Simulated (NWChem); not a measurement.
**One shape, several levels: C3H6F2 (1,3-difluoropropane)**

We compute a comparison of 6 runs (revPBE/cc-pVDZ, B3LYP/cc-pVDZ, BLYP/cc-pVDZ, PBE0/cc-pVDZ, TPSS/cc-pVDZ, r2SCAN/cc-pVDZ) of C3H6F2 (1,3-difluoropropane). 

The calculation is run with NWChem 7.3.0.

1 further run of the same task is left out (set aside as unsound or not needed).

### 1 The structure to begin with

C3H6F2: 11 atoms, total charge 0, spin state singlet. As SMILES, `FCCCF`. One bond was lengthened or shortened from a relaxed shape.

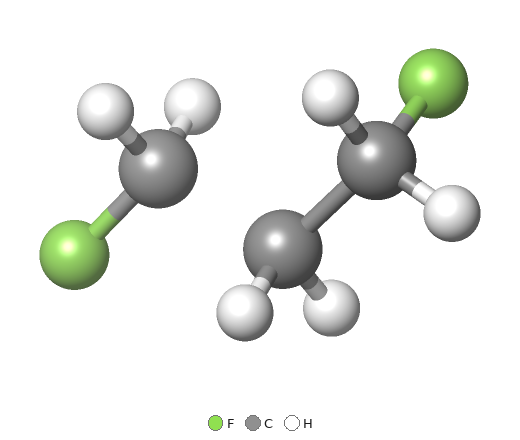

The structure, seen from a chosen angle (fluorine green, carbon grey, hydrogen white).

### 2 The energy at revPBE/cc-pVDZ (run 1)

The input, work.nw:

```
echo
start work
title "C3H6F2 revPBE"
memory stack 880 mb heap 220 mb global 1100 mb

geometry units angstrom noautosym nocenter noautoz
  F       -2.015456       1.627666      -0.003818
  C       -0.766356       1.195666       0.403882
  C       -0.375000      -0.298800      -0.387800
  C        0.967500      -0.838200       0.034700
  F        1.975600       0.040200      -0.331200
  H       -0.795556       1.070266       1.491882
  H       -0.043056       1.976766       0.157382
  H       -0.388200      -0.154300      -1.471600
  H       -1.138100      -1.046200      -0.147100
  H        1.026200      -0.968100       1.120800
  H        1.173400      -1.798000      -0.445900
end

basis "ao basis" spherical bse
  F library cc-pVDZ
  C library cc-pVDZ
  H library cc-pVDZ
end

dft
  xc revpbe cpbe96
  grid fine
  convergence energy 1e-08
  iterations 100
  mulliken
  print low
end

task dft
```

Run with:

```console
$ nwchem work.nw > work.out
```

Output:

```text
[...]
 d= 0,ls=0.0,diis     1   -317.3887212162 -4.96D+02  1.60D-02  9.33D-01     3.6
[...]
 d= 0,ls=0.0,diis    10   -317.4919040065 -7.46D-09  4.36D-07  4.54D-09    28.0
         Total DFT energy =     -317.491904006522
      One electron energy =     -791.886777577326
           Coulomb energy =      334.734227394422
    Exchange-Corr. energy =      -39.321350483899
 Nuclear repulsion energy =      178.981996660280
[...]
      Total Density - Mulliken Population Analysis
     ---------------------------------------------
    Atom       Charge   Shell Charges
 -----------   ------   -------------------------------------------------------
    1 F    9     9.22   2.01  0.90  1.01  3.32  1.98  0.01
    2 C    6     5.80   2.01  0.69  0.41  1.96  0.63  0.10
    3 C    6     6.11   2.02  0.67  0.48  2.07  0.83  0.05
    4 C    6     5.78   2.01  0.69  0.34  2.03  0.59  0.12
    5 F    9     9.22   2.01  0.90  1.01  3.33  1.98  0.01
    6 H    1     0.98   0.77  0.19  0.03
    7 H    1     0.97   0.76  0.18  0.03
    8 H    1     0.96   0.75  0.18  0.03
    9 H    1     0.97   0.76  0.19  0.03
   10 H    1     0.99   0.77  0.19  0.03
[...]
```

It took 29 s on 1 thread of Intel Xeon at 2.60GHz (Ice Lake), shared host; peak memory 0.11 GiB.

### 3 A single-point energy at B3LYP/cc-pVDZ (run 2)

The input, nw.nw:

```
start nw
title "C3H6F2 energy"
memory total 2200 mb

geometry noautosym nocenter noautoz
  F    -2.015456    1.627666   -0.003818
  C    -0.766356    1.195666    0.403882
  C    -0.375000   -0.298800   -0.387800
  C     0.967500   -0.838200    0.034700
  F     1.975600    0.040200   -0.331200
  H    -0.795556    1.070266    1.491882
  H    -0.043056    1.976766    0.157382
  H    -0.388200   -0.154300   -1.471600
  H    -1.138100   -1.046200   -0.147100
  H     1.026200   -0.968100    1.120800
  H     1.173400   -1.798000   -0.445900
end

basis spherical bse
  F library cc-pVDZ
  C library cc-pVDZ
  H library cc-pVDZ
end

dft
  xc b3lyp
  grid fine
  convergence energy 1e-08
  maxiter 100
  mulliken
end

task dft energy
```

Run with:

```console
$ nwchem nw.nw > nw.out
```

Output:

```text
[...]
          Wavefunction type:  closed shell.
          No. of atoms     :    11
          No. of electrons :    42
[...]
          Charge           :     0
          Spin multiplicity:     1
[...]
          AO basis - number of functions:   100
[...]
              XC Information
              --------------
                         B3LYP Method XC Potential
                     Hartree-Fock (Exact) Exchange  0.200
                        Slater Exchange Functional  0.800 local
                    Becke 1988 Exchange Functional  0.720 non-local
              Lee-Yang-Parr Correlation Functional  0.810
                  VWN I RPA Correlation Functional  0.190 local
[...]
 d= 0,ls=0.0,diis     1   -317.5016139223 -4.96D+02  1.23D-02  8.54D-01     3.5
[...]
 d= 0,ls=0.0,diis    10   -317.5970007300 -9.88D-10  1.59D-07  6.48D-10    28.4
         Total DFT energy =     -317.597000729998
      One electron energy =     -792.002268027995
           Coulomb energy =      334.874120184844
    Exchange-Corr. energy =      -39.450849547127
 Nuclear repulsion energy =      178.981996660280
[...]
      Total Density - Mulliken Population Analysis
     ---------------------------------------------
    Atom       Charge   Shell Charges
 -----------   ------   -------------------------------------------------------
    1 F    9     9.24   2.01  0.90  1.01  3.34  1.99  0.01
    2 C    6     5.79   2.01  0.69  0.39  1.96  0.63  0.11
    3 C    6     6.10   2.01  0.67  0.45  2.08  0.83  0.05
    4 C    6     5.76   2.01  0.69  0.32  2.03  0.59  0.12
    5 F    9     9.25   2.01  0.89  1.01  3.34  2.00  0.01
    6 H    1     0.98   0.76  0.19  0.03
    7 H    1     0.97   0.76  0.18  0.03
    8 H    1     0.96   0.75  0.18  0.03
    9 H    1     0.98   0.75  0.20  0.03
   10 H    1     0.99   0.77  0.20  0.03
[...]
```

It took 29 s on 1 thread of Intel Xeon at 2.60GHz (Ice Lake), shared host; peak memory 0.12 GiB.

### 4 The energy at BLYP/cc-pVDZ (run 3)

The input, c3h6f2.nw:

```
start c3h6f2
title "C3H6F2"
memory 2200 mb

geometry units angstroms noautosym nocenter noautoz
  F     -2.015456     1.627666    -0.003818
  C     -0.766356     1.195666     0.403882
  C     -0.375000    -0.298800    -0.387800
  C      0.967500    -0.838200     0.034700
  F      1.975600     0.040200    -0.331200
  H     -0.795556     1.070266     1.491882
  H     -0.043056     1.976766     0.157382
  H     -0.388200    -0.154300    -1.471600
  H     -1.138100    -1.046200    -0.147100
  H      1.026200    -0.968100     1.120800
  H      1.173400    -1.798000    -0.445900
end

basis spherical bse
  * library cc-pVDZ
end

dft
  xc becke88 lyp
  grid fine
  convergence energy 1e-08
  maxiter 100
  mulliken
end

task dft energy
```

Run with:

```console
$ nwchem c3h6f2.nw > c3h6f2.out
```

Output:

```text
[...]
          Wavefunction type:  closed shell.
          No. of atoms     :    11
          No. of electrons :    42
[...]
          Charge           :     0
          Spin multiplicity:     1
[...]
          AO basis - number of functions:   100
[...]
              XC Information
              --------------
                    Becke 1988 Exchange Functional  1.000
              Lee-Yang-Parr Correlation Functional  1.000
[...]
 d= 0,ls=0.0,diis     1   -317.3945423640 -4.96D+02  1.67D-02  9.80D-01     3.7
[...]
 d= 0,ls=0.0,diis    11   -317.5012924600 -5.70D-10  9.50D-08  1.84D-10    31.1
         Total DFT energy =     -317.501292460001
      One electron energy =     -791.962355277069
           Coulomb energy =      334.823408203653
    Exchange-Corr. energy =      -39.344342046865
 Nuclear repulsion energy =      178.981996660280
[...]
      Total Density - Mulliken Population Analysis
     ---------------------------------------------
    Atom       Charge   Shell Charges
 -----------   ------   -------------------------------------------------------
    1 F    9     9.21   2.01  0.90  1.00  3.34  1.96  0.01
    2 C    6     5.79   2.01  0.70  0.38  1.98  0.61  0.10
    3 C    6     6.05   2.02  0.68  0.43  2.09  0.79  0.05
    4 C    6     5.76   2.01  0.69  0.31  2.05  0.58  0.11
    5 F    9     9.22   2.01  0.90  1.00  3.34  1.97  0.01
    6 H    1     1.00   0.76  0.21  0.03
    7 H    1     0.99   0.76  0.20  0.03
    8 H    1     0.98   0.75  0.20  0.03
    9 H    1     1.00   0.76  0.21  0.03
   10 H    1     1.01   0.77  0.21  0.03
[...]
```

It took 32 s on 1 thread of Intel Xeon at 2.60GHz (Ice Lake), shared host; peak memory 0.11 GiB.

Runs 4 to 5 aren't shown in full; the table further down has their settings and results.

### 5 A single-point energy at r2SCAN/cc-pVDZ (run 6)

The input, c3h6f2.nw:

```
start c3h6f2
title "C3H6F2 energy"
memory total 2200 mb

geometry noautosym nocenter noautoz
   F     -2.015456     1.627666    -0.003818
   C     -0.766356     1.195666     0.403882
   C     -0.375000    -0.298800    -0.387800
   C      0.967500    -0.838200     0.034700
   F      1.975600     0.040200    -0.331200
   H     -0.795556     1.070266     1.491882
   H     -0.043056     1.976766     0.157382
   H     -0.388200    -0.154300    -1.471600
   H     -1.138100    -1.046200    -0.147100
   H      1.026200    -0.968100     1.120800
   H      1.173400    -1.798000    -0.445900
end

basis spherical bse
   F library cc-pVDZ
   C library cc-pVDZ
   H library cc-pVDZ
end

dft
   xc r2scan
   grid fine
   convergence energy 1e-08
   iterations 100
   mulliken
end

task dft
```

Run with:

```console
$ nwchem c3h6f2.nw > c3h6f2.out
```

Output:

```text
[...]
          Wavefunction type:  closed shell.
          No. of atoms     :    11
          No. of electrons :    42
[...]
          Charge           :     0
          Spin multiplicity:     1
[...]
          AO basis - number of functions:   100
[...]
              XC Information
              --------------
                      r^2SCAN Method XC Functional
               r^2SCAN metaGGA Exchange Functional  1.000
                     r^2SCAN Correlation Potential  1.000
[...]
 d= 0,ls=0.0,diis     1   -317.3495276131 -4.96D+02  1.30D-02  8.21D-01     3.9
[...]
 d= 0,ls=0.0,diis    10   -317.4395096496 -2.53D-09  2.15D-07  1.23D-09    32.3
         Total DFT energy =     -317.439509649594
      One electron energy =     -791.927986691946
           Coulomb energy =      334.786400089150
    Exchange-Corr. energy =      -39.279919707078
 Nuclear repulsion energy =      178.981996660280
[...]
      Total Density - Mulliken Population Analysis
     ---------------------------------------------
    Atom       Charge   Shell Charges
 -----------   ------   -------------------------------------------------------
    1 F    9     9.25   2.01  0.90  1.01  3.32  2.00  0.01
    2 C    6     5.80   2.01  0.70  0.41  1.93  0.64  0.10
    3 C    6     6.16   2.01  0.67  0.50  2.05  0.88  0.05
    4 C    6     5.78   2.01  0.70  0.35  2.00  0.60  0.12
    5 F    9     9.26   2.01  0.90  1.01  3.33  2.01  0.01
    6 H    1     0.97   0.76  0.17  0.03
    7 H    1     0.95   0.76  0.17  0.03
    8 H    1     0.94   0.75  0.17  0.03
    9 H    1     0.95   0.75  0.18  0.03
   10 H    1     0.97   0.77  0.18  0.03
[...]
```

Run time: 33 s. Hardware: 1 thread of Intel Xeon at 2.60GHz (Ice Lake), shared host; peak memory 0.12 GiB.

### 6 The series

| run | level | energy (Eh) | wall time |
| --- | --- | --- | --- |
| 1 | revPBE/cc-pVDZ | -317.491904 | 29 s |
| 2 | B3LYP/cc-pVDZ | -317.597001 | 29 s |
| 3 | BLYP/cc-pVDZ | -317.501292 | 32 s |
| 4 | PBE0/cc-pVDZ | -317.263567 | 29 s |
| 5 | TPSS/cc-pVDZ | -317.635766 | 34 s |
| 6 | r2SCAN/cc-pVDZ | -317.439510 | 33 s |

### 7 Results

```
            quantity          value
 run 6: total energy  -317.43951 Eh
run 6: dipole moment         1.72 D
  run 6: HOMO energy       -7.41 eV
  run 6: LUMO energy        1.57 eV
run 6: HOMO–LUMO gap        8.98 eV
```

Over runs 2, 3, 4, 5, 6 the dipole moment (its size) runs from 1.56 D (BLYP/cc-pVDZ) to 1.77 D (PBE0/cc-pVDZ). Over runs 2, 3, 4, 5, 6 the HOMO–LUMO gap runs from 7.85 eV (BLYP/cc-pVDZ) to 10.51 eV (PBE0/cc-pVDZ). Totals of different functionals can't be ranked against each other. All runs together took 3.1 min, the longest 34 s.
